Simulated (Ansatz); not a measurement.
# How fast states decay through Cs4SeO

A new crystal, Cs4SeO: structure, gap and complex bands. It is built by putting Cs for Na, O for Te in the Na4TeSe structure of space group P4/mmm, with the volume rescaled by atomic radii. The parent structure comes from the Materials Project.

Method: PBE DFT, plane waves, PAW files, in the first sound run; inputs show where later runs differ, in Ansatz 0.2.0.

The structure was built from a prototype and need not be the compound's stable phase.

## Step 1: Set-up

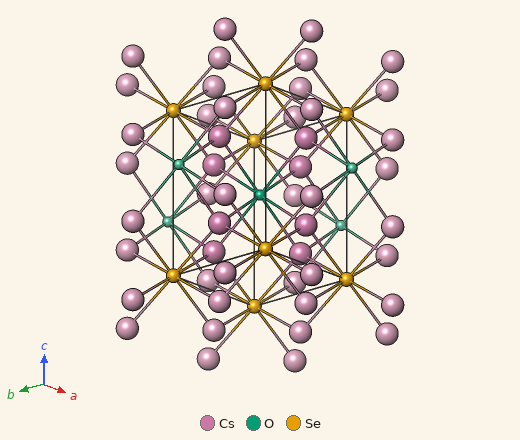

The cell as given, from a free direction (caesium pink, oxygen teal, selenium orange). Some periodic images of atoms are drawn too.

As a file:

```cif
data_structure
_symmetry_space_group_name_H-M 'P4/mmm'
_symmetry_Int_Tables_number 123
_cell_length_a 5.8045
_cell_length_b 5.8045
_cell_length_c 8.2834
_cell_angle_alpha 90.000
_cell_angle_beta 90.000
_cell_angle_gamma 90.000
_cell_volume 279.09
loop_
_atom_site_label
_atom_site_type_symbol
_atom_site_symmetry_multiplicity
_atom_site_Wyckoff_symbol
_atom_site_fract_x
_atom_site_fract_y
_atom_site_fract_z
_atom_site_occupancy
Cs1 Cs 4 i 0.50000 0.00000 0.76288 1
O1 O 1 d 0.50000 0.50000 0.50000 1
Se1 Se 1 a 0.00000 0.00000 0.00000 1
```

## Step 2: Relaxing the new crystal

The substituted atoms don't fit the parent's cell, so cell and atoms relax together. A small smearing keeps the run stable in case the gap closes on the way.

Contents of input.yaml:

```yaml
crystal:
  lattice:
    - [5.8045268246, 0.0, 0.0]
    - [0.0, 5.8045268246, 0.0]
    - [0.0, 0.0, 8.283351422]
  atoms:
    - { symbol: Cs, position: [0.5, 0.0, 0.76287592] }
    - { symbol: Cs, position: [0.0, 0.5, 0.23712408] }
    - { symbol: Cs, position: [0.5, 0.0, 0.23712408] }
    - { symbol: Cs, position: [0.0, 0.5, 0.76287592] }
    - { symbol: O, position: [0.5, 0.5, 0.5] }
    - { symbol: Se, position: [0.0, 0.0, 0.0] }
kpoints:
  mp_grid: { grid: [4, 4, 4] }
scf:
  occupations: { method: gaussian, width: 0.03 }
hamiltonian:
  xc: pbe
output:
  forces: true
  stress: true
relax:
  f_tol: 0.02
  max_steps: 60
  cell: {}
```

On the command line:

```sh
$ ansatz run input.yaml --threads 2 --pin off --max-ram 4096MiB --backend cpu --events-out ev --progress --plain --runs-dir out
```

Numbers of over 12 decimals in the logs are rounded to 6 here.

The log of the run:

```text
Engine: ansatz 0.2.0, aarch64-unknown-linux-gnu
Pseudopotentials: kind: paw
Pseudopotential: Cs, paw, valence charge 9, recommended cutoff 420 eV (normal), Cs.paw.azcp
Pseudopotential: O, paw, valence charge 6, recommended cutoff 420 eV (normal), O.paw.azcp
Pseudopotential: Se, paw, valence charge 16, recommended cutoff 420 eV (normal), Se.paw.azcp
Functional definition: PBE
  parameter kappa = 0.804
  parameter beta = 0.066725
  exchange = pbe_x(kappa = kappa, mu = beta*pi^2/3)
  correlation = pbe_c(beta = beta)
Crystal: 6 atoms, lattice volume = 279.087 Å³
Basis set: ecut = 420 eV, 5463 PW (Γ), exchange–correlation on 80×80×120 points (8 copies of the dense FFT grid, shifted against one another)
Bands: 35, of which v1, the nominal top of the filled ones, is band 29 counted from 1 (28 counted from 0)
Symmetry: 16 space group operations
Space group: P4/mmm (ITA 123), of the structure as read, at distance tolerance 6.5e-5 Å
k-points: 18 of 64
Non-local potential: Cs, projectors of the file, l = 0: 3, l = 1: 2, l = 2: 2, l = 3: 2
Non-local potential: O, projectors of the file, l = 0: 2, l = 1: 2, l = 2: 1
Non-local potential: Se, projectors of the file, l = 0: 2, l = 1: 2, l = 2: 3, l = 3: 1
PAW form: soft (Blöchl's): semilocal exchange-correlation on the pseudo side does not see the compensation charge
PAW one-centre angular grid: Cs, 194 points (default); XC on 64 Gauss nodes
PAW one-centre angular grid: O, 110 points (default); XC on 64 Gauss nodes
PAW one-centre angular grid: Se, 590 points (default); XC on 64 Gauss nodes
Initial density: superposition of atomic densities (neutral atoms: chi_scale 0, normalization atom), corrected by the library's trained network
Initial wavefunctions: pseudopotential atomic-orbital guess
Functional: x = pbe(κ = 0.804, μ = 0.219515), c = pbe(β = 0.066725)
SCF iter   1: F=—  HF=-28722.075824 eV  |F-HF|=—  |Δ(HF+E_count)|=         —  Δρ=5.67e-3  dr2=2.46e-1  ethr=1.77e-3  ⟨swp⟩=12.6  Hψ=3326  notcnv=0
preconditioner: auto → Resta (q_TF=auto, 2.100 Å⁻¹)  ε∞=3.1  [insulator: Δε(μ)=0.832 eV  Ē_g=9.791 eV  σ=0.030 eV  W_gap=1.00  n_scr=36 (ndim 8)  ℏωp=14.1 eV  f_vac=0.138  D(μ)=0.00/eV (n_scr^D=0)  ε∞_Penn≈3.1]
SCF iter   2: F=—  HF=-28722.093701 eV  |F-HF|=—  |Δ(HF+E_count)|=   1.79e-2  Δρ=1.25e-2  dr2=4.83e-1  ethr=4.24e-4  ⟨swp⟩=2.9  Hψ=1261  notcnv=0  defer=22
SCF iter   3: F=—  HF=-28722.047875 eV  |F-HF|=—  |Δ(HF+E_count)|=   4.58e-2  Δρ=4.57e-3  dr2=5.48e-2  ethr=4.24e-4  ⟨swp⟩=2.0  Hψ=762  notcnv=0  defer=22
SCF iter   4: F=—  HF=-28722.041972 eV  |F-HF|=—  |Δ(HF+E_count)|=   5.90e-3  Δρ=1.36e-3  dr2=8.55e-3  ethr=9.45e-5  ⟨swp⟩=2.9  Hψ=1223  notcnv=0  defer=26
SCF iter   5: F=—  HF=-28722.041333 eV  |F-HF|=—  |Δ(HF+E_count)|=   6.39e-4  Δρ=1.98e-4  dr2=2.02e-4  ethr=1.47e-5  ⟨swp⟩=2.0  Hψ=699  notcnv=0  defer=26
SCF iter   6: F=—  HF=-28722.041504 eV  |F-HF|=—  |Δ(HF+E_count)|=   1.71e-4  Δρ=9.71e-5  dr2=5.79e-5  ethr=3.48e-7  ⟨swp⟩=2.0  Hψ=1154  notcnv=0  defer=26
SCF iter   7: F=—  HF=-28722.041393 eV  |F-HF|=—  |Δ(HF+E_count)|=   1.11e-4  Δρ=2.78e-5  dr2=5.51e-6  ethr=9.99e-8  ⟨swp⟩=2.0  Hψ=1126  notcnv=0  defer=26
SCF iter   8: F=—  HF=-28722.041404 eV  |F-HF|=—  |Δ(HF+E_count)|=   1.08e-5  Δρ=9.05e-6  dr2=4.81e-7  ethr=9.50e-9  ⟨swp⟩=2.0  Hψ=913  notcnv=0  defer=26
SCF iter   9: F=-28722.041405 eV  HF=-28722.041405 eV  |F-HF|=8.52e-8  |Δ(HF+E_count)|=   1.51e-6  Δρ=2.06e-6  dr2=3.14e-8  ethr=1.72e-10  ⟨swp⟩=5.1  Hψ=2266  notcnv=0
SCF 1 converged in 9 iterations: F = -28722.041405 eV  dr2 = 3.14e-8
  greatest PAW one-centre occupation: 1.000 electrons in one spin orbital (limit 2), on the Se atom at site 5 (counted from 0), in its partial waves of l = 2
relax step   1: F+E_penalty+E_count = -28722.04140537 eV  Δ(F+E_penalty+E_count) = +0.000e0 eV  max|allowed force component| = 7.597e-1 eV/Å  Δτ_max = 0.0000 Å  P = -0.439 GPa  Ω = 279.087 Å³  (9 SCF iters, dr2 threshold 1.00e-7 eV, accepted)
Crystal: 6 atoms, lattice volume = 269.256 Å³
Basis set: ecut = 420 eV, 5287 PW (Γ), exchange–correlation on 80×80×120 points (8 copies of the dense FFT grid, shifted against one another)
Initial density: handed on by an earlier stage of this run
Initial wavefunctions: those handed on with the density
iter 1 solved again at ethr=6.99e-4 eV; its pass at ethr=3.10e-3 eV (dr2=4.05e-1 eV) is discarded
SCF iter   1: F=—  HF=-28722.594420 eV  |F-HF|=—  |Δ(HF+E_count)|=         —  Δρ=7.02e-3  dr2=4.23e-1  ethr=6.99e-4  ⟨swp⟩=1.0  Hψ=3401  notcnv=0
preconditioner: auto → Resta (q_TF=auto, 2.112 Å⁻¹)  ε∞=3.1  [insulator: Δε(μ)=0.943 eV  Ē_g=9.837 eV  σ=0.030 eV  W_gap=1.00  n_scr=36 (ndim 8)  ℏωp=14.3 eV  f_vac=0.120  D(μ)=0.00/eV (n_scr^D=0)  ε∞_Penn≈3.1]
SCF iter   2: F=—  HF=-28722.512137 eV  |F-HF|=—  |Δ(HF+E_count)|=   8.23e-2  Δρ=5.77e-3  dr2=1.11e-1  ethr=6.99e-4  ⟨swp⟩=3.3  Hψ=1099  notcnv=0
SCF iter   3: F=—  HF=-28722.512015 eV  |F-HF|=—  |Δ(HF+E_count)|=   1.22e-4  Δρ=6.22e-3  dr2=1.35e-1  ethr=1.91e-4  ⟨swp⟩=2.6  Hψ=1227  notcnv=0  defer=25
SCF iter   4: F=—  HF=-28722.493803 eV  |F-HF|=—  |Δ(HF+E_count)|=   1.82e-2  Δρ=7.37e-4  dr2=1.83e-3  ethr=1.91e-4  ⟨swp⟩=2.2  Hψ=1034  notcnv=0  defer=25
SCF iter   5: F=—  HF=-28722.494430 eV  |F-HF|=—  |Δ(HF+E_count)|=   6.26e-4  Δρ=2.34e-4  dr2=2.18e-4  ethr=3.16e-6  ⟨swp⟩=2.1  Hψ=947  notcnv=0  defer=31
SCF iter   6: F=—  HF=-28722.494647 eV  |F-HF|=—  |Δ(HF+E_count)|=   2.18e-4  Δρ=7.07e-5  dr2=2.89e-5  ethr=3.75e-7  ⟨swp⟩=2.0  Hψ=956  notcnv=0  defer=31
SCF iter   7: F=—  HF=-28722.494746 eV  |F-HF|=—  |Δ(HF+E_count)|=   9.85e-5  Δρ=1.65e-5  dr2=2.02e-6  ethr=4.98e-8  ⟨swp⟩=2.2  Hψ=972  notcnv=0  defer=31
SCF iter   8: F=-28722.494752 eV  HF=-28722.494752 eV  |F-HF|=2.72e-7  |Δ(HF+E_count)|=   5.96e-6  Δρ=6.12e-6  dr2=2.23e-7  ethr=1.03e-9  ⟨swp⟩=4.8  Hψ=2277  notcnv=0
SCF 2 converged in 8 iterations: F = -28722.494752 eV  dr2 = 2.23e-7
relax step   2: F+E_penalty+E_count = -28722.49475188 eV  Δ(F+E_penalty+E_count) = -4.533e-1 eV  max|allowed force component| = 2.874e-1 eV/Å  Δτ_max = 0.1962 Å  P = -0.693 GPa  Ω = 269.256 Å³  energy of the carried Pulay correction = +2.750e-3 eV  (8 SCF iters, dr2 threshold 6.00e-7 eV, accepted)
Crystal: 6 atoms, lattice volume = 252.322 Å³
Basis set: ecut = 420 eV, 4919 PW (Γ), exchange–correlation on 80×80×120 points (8 copies of the dense FFT grid, shifted against one another)
iter 1 solved again at ethr=5.33e-4 eV; its pass at ethr=3.10e-3 eV (dr2=3.09e-1 eV) is discarded
SCF iter   1: F=—  HF=-28722.677320 eV  |F-HF|=—  |Δ(HF+E_count)|=         —  Δρ=6.07e-3  dr2=3.19e-1  ethr=5.33e-4  ⟨swp⟩=1.1  Hψ=3490  notcnv=0
preconditioner: auto → Resta (q_TF=auto, 2.135 Å⁻¹)  ε∞=3.2  [insulator: Δε(μ)=0.943 eV  Ē_g=9.916 eV  σ=0.030 eV  W_gap=1.00  n_scr=36 (ndim 8)  ℏωp=14.8 eV  f_vac=0.112  D(μ)=0.00/eV (n_scr^D=0)  ε∞_Penn≈3.2]
SCF iter   2: F=—  HF=-28722.607486 eV  |F-HF|=—  |Δ(HF+E_count)|=   6.98e-2  Δρ=3.09e-3  dr2=4.06e-2  ethr=5.33e-4  ⟨swp⟩=3.1  Hψ=1077  notcnv=0
SCF iter   3: F=—  HF=-28722.606825 eV  |F-HF|=—  |Δ(HF+E_count)|=   6.61e-4  Δρ=4.06e-3  dr2=4.91e-2  ethr=7.00e-5  ⟨swp⟩=3.0  Hψ=1278  notcnv=0  defer=31
SCF iter   4: F=—  HF=-28722.599888 eV  |F-HF|=—  |Δ(HF+E_count)|=   6.94e-3  Δρ=7.02e-4  dr2=1.40e-3  ethr=7.00e-5  ⟨swp⟩=2.1  Hψ=1028  notcnv=0  defer=31
SCF iter   5: F=—  HF=-28722.600371 eV  |F-HF|=—  |Δ(HF+E_count)|=   4.83e-4  Δρ=2.18e-4  dr2=2.02e-4  ethr=2.41e-6  ⟨swp⟩=2.5  Hψ=1057  notcnv=0  defer=31
SCF iter   6: F=—  HF=-28722.600563 eV  |F-HF|=—  |Δ(HF+E_count)|=   1.92e-4  Δρ=6.09e-5  dr2=2.21e-5  ethr=3.49e-7  ⟨swp⟩=2.0  Hψ=1005  notcnv=0  defer=31
SCF iter   7: F=—  HF=-28722.600629 eV  |F-HF|=—  |Δ(HF+E_count)|=   6.63e-5  Δρ=2.55e-5  dr2=2.02e-6  ethr=3.81e-8  ⟨swp⟩=2.1  Hψ=1142  notcnv=0  defer=31
SCF iter   8: F=-28722.600629 eV  HF=-28722.600629 eV  |F-HF|=5.67e-7  |Δ(HF+E_count)|=   3.61e-7  Δρ=1.12e-5  dr2=3.56e-7  ethr=1.03e-9  ⟨swp⟩=4.7  Hψ=2293  notcnv=0
SCF 3 converged in 8 iterations: F = -28722.600629 eV  dr2 = 3.56e-7
relax step   3: F+E_penalty+E_count = -28722.60062946 eV  Δ(F+E_penalty+E_count) = -1.059e-1 eV  max|allowed force component| = 2.131e-1 eV/Å  Δτ_max = 0.1538 Å  P = -0.111 GPa  Ω = 252.322 Å³  energy of the carried Pulay correction = +7.726e-3 eV  (8 SCF iters, dr2 threshold 6.00e-7 eV, accepted)
[...]
relax step   4: F+E_penalty+E_count = -28722.63424173 eV  Δ(F+E_penalty+E_count) = -3.361e-2 eV  max|allowed force component| = 5.069e-4 eV/Å  Δτ_max = 0.0362 Å  P = -0.182 GPa  Ω = 252.728 Å³  energy of the carried Pulay correction = +7.603e-3 eV  (7 SCF iters, dr2 threshold 6.00e-7 eV, accepted)
[...]
relax step   5: F+E_penalty+E_count = -28722.63843654 eV  Δ(F+E_penalty+E_count) = -4.195e-3 eV  max|allowed force component| = 4.306e-3 eV/Å  Δτ_max = 0.0075 Å  P = -0.050 GPa  Ω = 249.785 Å³  energy of the carried Pulay correction = +8.499e-3 eV  (7 SCF iters, dr2 threshold 1.65e-7 eV, accepted)
[...]
relax step   6: F+E_penalty+E_count = -28722.63871868 eV  Δ(F+E_penalty+E_count) = -2.821e-4 eV  max|allowed force component| = 2.485e-3 eV/Å  Δτ_max = 0.0002 Å  P = -0.018 GPa  Ω = 249.252 Å³  energy of the carried Pulay correction = +8.662e-3 eV  (6 SCF iters, dr2 threshold 1.23e-8 eV, accepted)
[...]
relax step   7: F+E_penalty+E_count = -28722.63407195 eV  Δ(F+E_penalty+E_count) = +4.647e-3 eV  max|allowed force component| = 2.475e-3 eV/Å  Δτ_max = 0.0000 Å  P = -0.054 GPa  Ω = 249.252 Å³  stress off target by 6.32e-2 GPa  SCF on the basis re-selected at this cell (its energy is not comparable with the rows above)  (7 SCF iters)
[...]
relax step   8: F+E_penalty+E_count = -28722.63450114 eV  Δ(F+E_penalty+E_count) = -4.292e-4 eV  max|allowed force component| = 4.254e-5 eV/Å  Δτ_max = 0.0002 Å  P = +0.001 GPa  Ω = 248.343 Å³  energy of the carried Pulay correction = +2.767e-4 eV  (7 SCF iters, dr2 threshold 9.98e-9 eV, accepted)
iter 1 solved again at ethr=1.85e-6 eV; its pass at ethr=3.10e-3 eV (dr2=1.07e-3 eV) is discarded
SCF iter   1: F=—  HF=-28722.634356 eV  |F-HF|=—  |Δ(HF+E_count)|=         —  Δρ=8.11e-6  dr2=3.12e-8  ethr=1.85e-6  ⟨swp⟩=2.9  Hψ=4656  notcnv=0
eigensolver tolerance schedule: the retry pair's looser diagonalisation over-reported the residual by 34361.47 of it (diagonalisation noise at an unbounded share of the residual, at the tolerance the schedule requests for it); recorded, not acted on — ethr = c·dr2/N_el stays at c = 1.0e-1
preconditioner: auto → Resta (q_TF=auto, 2.141 Å⁻¹)  ε∞=3.2  [insulator: Δε(μ)=1.025 eV  Ē_g=9.973 eV  σ=0.030 eV  W_gap=1.00  n_scr=36 (ndim 8)  ℏωp=14.9 eV  f_vac=0.114  D(μ)=0.00/eV (n_scr^D=0)  ε∞_Penn≈3.2]
SCF iter   2: F=—  HF=-28722.634248 eV  |F-HF|=—  |Δ(HF+E_count)|=   1.08e-4  Δρ=4.38e-6  dr2=2.73e-8  ethr=5.38e-11  ⟨swp⟩=3.2  Hψ=1647  notcnv=0
SCF iter   3: F=—  HF=-28722.634248 eV  |F-HF|=—  |Δ(HF+E_count)|=   1.27e-8  Δρ=2.94e-6  dr2=7.45e-9  ethr=4.70e-11  ⟨swp⟩=2.0  Hψ=988  notcnv=0
SCF iter   4: F=—  HF=-28722.634248 eV  |F-HF|=—  |Δ(HF+E_count)|=   8.30e-9  Δρ=8.20e-7  dr2=3.75e-10  ethr=1.29e-11  ⟨swp⟩=2.0  Hψ=988  notcnv=0
SCF iter   5: F=—  HF=-28722.634248 eV  |F-HF|=—  |Δ(HF+E_count)|=   1.21e-9  Δρ=3.16e-7  dr2=8.48e-11  ethr=1.00e-12  ⟨swp⟩=2.0  Hψ=1150  notcnv=0
SCF iter   6: F=-28722.634248 eV  HF=-28722.634248 eV  |F-HF|=9.46e-11  |Δ(HF+E_count)|=  3.35e-10  Δρ=1.00e-7  dr2=2.23e-11  ethr=1.00e-12  ⟨swp⟩=4.0  Hψ=2250  notcnv=0
SCF 9 converged in 6 iterations: F = -28722.634248 eV  dr2 = 2.23e-11
relax step   9: F+E_penalty+E_count = -28722.63424776 eV  Δ(F+E_penalty+E_count) = +2.534e-4 eV  max|allowed force component| = 4.169e-5 eV/Å  Δτ_max = 0.0000 Å  P = -0.000 GPa  Ω = 248.343 Å³  stress off target by 2.39e-4 GPa  SCF on the basis re-selected at this cell (its energy is not comparable with the rows above)  (6 SCF iters)
basis re-selected at this cell: Δ(F+E_penalty+E_count) = +2.534e-4 eV, ΔP = -0.001 GPa vs the last step (what re-selecting the basis moved, of the pressure what is left beyond the Pulay correction that the steps carried, after the strain that the cell walked since its last selection, with what the two solves' SCF thresholds leave and, on support functions, any second-order correction that the steps lacked; it is no m [...]
SCF converged after 6 iterations
Free energy (F): -28722.634248 eV
Harris-Foulkes:  -28722.634248 eV  (|F-HF|=9.46e-11)
Internal energy: -28722.634248 eV  (E = F + TS)
E sigma→0 (E₀):  -28722.634248 eV
Fermi energy:    5.990805 eV
--- Per-component energies (eV) ---
  E_band       = -593.384840
  E_kinetic    = 863.062646
  E_local      = -4628.592443  (includes V_loc(G=0)·N_el)
  E_nonlocal   = -427.518379
  E_hartree    = 2100.009705
  E_xc         = -878.494263
  E_vxc        = -702.484203  (∫ρ·V_xc dr)
  E_paw        = -22334.889645  (= ΣΔE_a)
  E_vpaw       = 102.126343  (= ΣTr[D̂ρ^β])
  E_aug_tail   = 0.001732  (compensation charges beyond the density's cutoff)
  E_ewald      = -3416.213600
  E_smearing   = -0.000000  (= −TS)
  E_closure    = -0.000000  (closes the sum)
  Σ components = -28722.634248   (vs F -28722.634248, Δ=0.00e0)
--- Forces (eV/Å), atoms counted from 1 ---
  atom   1  Cs     0.00000000     0.00000000    -0.00004169
  atom   2  Cs    -0.00000000     0.00000000     0.00004169
  atom   3  Cs     0.00000000     0.00000000     0.00004169
  atom   4  Cs    -0.00000000     0.00000000    -0.00004169
  atom   5  O      0.00000000     0.00000000     0.00000000
  atom   6  Se     0.00000000    -0.00000000     0.00000000
  max |Σ_I F_I| component: 3.47e-18 eV/Å
--- Stress (GPa, compression-positive) ---
        0.000065       0.000000       0.000000
        0.000000       0.000065       0.000000
        0.000000       0.000000      -0.000239
  P = ⅓ Tr σ = -0.0000 GPa (-0.000 kbar)
--- Relaxed structure (7 steps of the walk, 7 accepted, 2 SCFs on fresh bases) ---
  F+E_penalty+E_count = -28722.63424776 eV   max|allowed force component| = 4.169e-5 eV/Å   (the final SCF, on the basis selected at the relaxed cell)
  cell:  # Å, volume = 248.3427 Å³
    - [5.518346, 0, 0.0]
    - [0, 5.518346, 0.0]
    - [0.0, 0.0, 8.155179]
  atoms:
    - { symbol: Cs, position: [0.5, 0, 0.724133] }
    - { symbol: Cs, position: [0, 0.5, 0.275867] }
    - { symbol: Cs, position: [0.5, 0, 0.275867] }
    - { symbol: Cs, position: [0, 0.5, 0.724133] }
    - { symbol: O, position: [0.5, 0.5, 0.500000] }
    - { symbol: Se, position: [0, 0, -5.59006438628858e-19] }
```

Elapsed: 37 s, on 2 threads of Arm Neoverse V2, shared host; peak memory 0.6 GiB.

Step by step:

| step | energy less that of the first step (eV) | largest force component (eV/Å) | pressure (GPa) | volume (Å³) |
| --- | --- | --- | --- | --- |
| 1 | 0.0000 | 0.7597 | -0.44 | 279.09 |
| 2 | -0.4533 | 0.2874 | -0.69 | 269.26 |
| 3 | -0.5592 | 0.2131 | -0.11 | 252.32 |
| 4 | -0.5928 | 0.0005 | -0.18 | 252.73 |
| 5 | -0.5970 | 0.0043 | -0.05 | 249.79 |
| 6 | -0.5973 | 0.0025 | -0.02 | 249.25 |
| 7* | -0.5927 | 0.0025 | -0.05 | 249.25 |
| 8 | -0.5931 | 0.0000 | 0.00 | 248.34 |
| 9* | -0.5928 | 0.0000 | 0.00 | 248.34 |

Relaxation steps marked * repeat the geometry before them on a plane-wave basis chosen anew for their cell, so energy and pressure can jump there.

The run keeps the 16 symmetry operations that it works with, so distortions that break them were not tested.

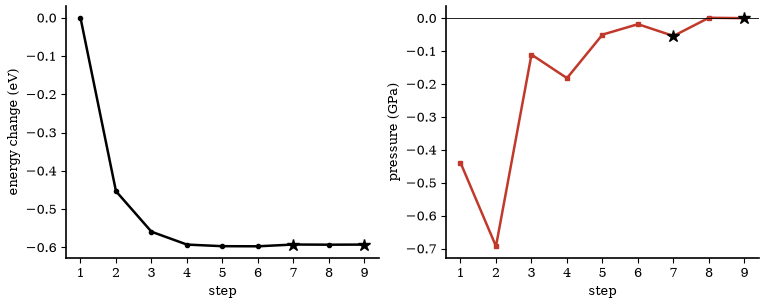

Energy and pressure along the relaxation. Stars mark steps on a basis chosen anew.

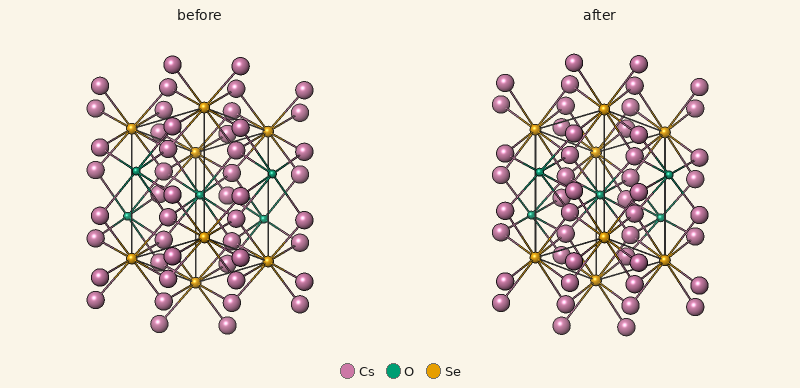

Before and after, at one scale.

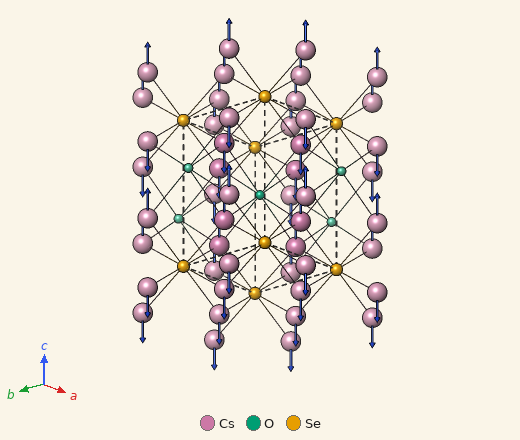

Displacements in the relaxation, exaggerated, measured against the changing cell; the longest in the cell stands for 0.32 Å. Some periodic images of atoms are drawn too.

| conventional cell, symmetrised | before | after | change |
| --- | --- | --- | --- |
| a (Å) | 5.805 | 5.518 | -4.9 % |
| b (Å) | 5.805 | 5.518 | -4.9 % |
| c (Å) | 8.283 | 8.155 | -1.5 % |
| volume (Å³/atom) | 46.51 | 41.39 | -11.0 % |

The atoms that moved most (Å, as changes of fractional coordinates times the final cell):

| atom | dx | dy | dz | length |
| --- | --- | --- | --- | --- |
| Cs1 | 0.000 | 0.000 | -0.316 | 0.316 |
| Cs4 | 0.000 | 0.000 | -0.316 | 0.316 |
| Cs2 | 0.000 | 0.000 | 0.316 | 0.316 |
| Cs3 | 0.000 | 0.000 | 0.316 | 0.316 |

Final coordinates:

```xyz
6
Lattice="5.5183 0.0000 0.0000 0.0000 5.5183 0.0000 0.0000 0.0000 8.1552" Properties=species:S:1:pos:R:3 pbc="T T T"
Cs    2.7592    0.0000    5.9054
Cs    0.0000    2.7592    2.2497
Cs    2.7592    0.0000    2.2497
Cs    0.0000    2.7592    5.9054
O     2.7592    2.7592    4.0776
Se    0.0000    0.0000    0.0000
```

Numbers from this step:

| Quantity | Value |
| --- | --- |
| free energy | -28722.6342 eV |
| Fermi energy | 5.991 eV |
| pressure | -3.62e-5 GPa |

The largest force component on a free atom ends at 4.2e-5 eV/Å.

(Continued in part 2 of 3.)

[Logs are printed without paths, hosts, clocks, repeated set-up lines and the standing remarks that a program may print on its own settings, such as how far it seeks lower states.]

[Hosts, paths, dates, database ids (printed as entryN), source tags and the programs' standing remarks are cut or masked in the printed files.]

[New means built here by substitution; the compound itself may be known and measured.]
